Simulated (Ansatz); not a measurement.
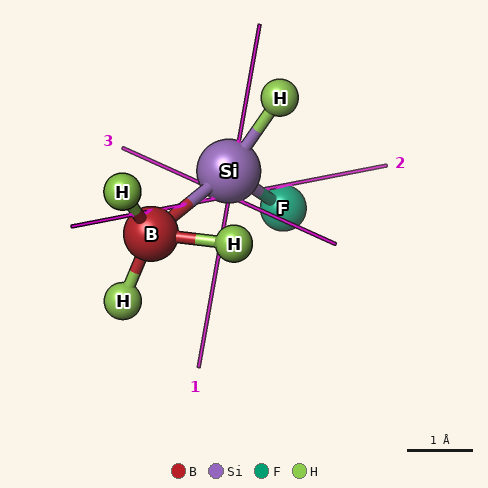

The three principal axes of inertia are drawn and numbered. Distant atoms are faded towards the background colour. Computed geometry: PBE0-D4/def2-TZVP optimisation. No frequency run is at hand to confirm it as a minimum. Masses are those of the most abundant isotopes; constants are for the rigid equilibrium geometry.

Q: Which line is the a axis (least moment of inertia), which b and which c?

A: a is line 2, b is line 1, c is line 3; the moments are 16.5, 80.9, 93.9 u Å².

Q: What kind of rotor is it, and what are its rotational constants in cm⁻¹?

A: An asymmetric top (C1): A = 1.02, B = 0.208, C = 0.180 cm⁻¹. Ray's parameter κ is −0.93, close to the prolate limit.
